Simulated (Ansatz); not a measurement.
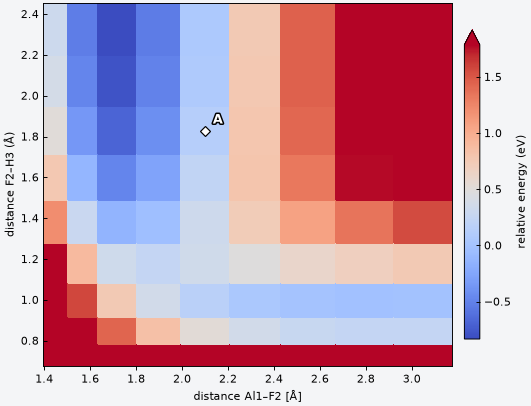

The system Al + FH, spin multiplicity 2. Coordinates scanned: (1) distance Al1–F2; (2) distance F2–H3. Nothing is relaxed (the angle Al1–F2–H3 is fixed at 180 degrees). Grid: 9 × 9 points. Points are written as (first, second). Energies are in eV, from Al far from the relaxed FH (each part in its own basis). Energies and slopes of some neighbouring points disagree (a jump in structure or state, or too coarse a mesh). Method: Ansatz, UKS PBE-D4/aug-cc-pVTZ.

The picture shows one coloured cell a grid point, one colour for all values above the top of the scale, the point A.

Question: Which way does the force act at A, and how strong is it?

Answer: A, at (2.098 Å, 1.829 Å), is not a stationary point. The computed force is 3 eV for each Å towards smaller values of distance Al1–F2 and 0.29 eV for each Å towards larger values of distance F2–H3.
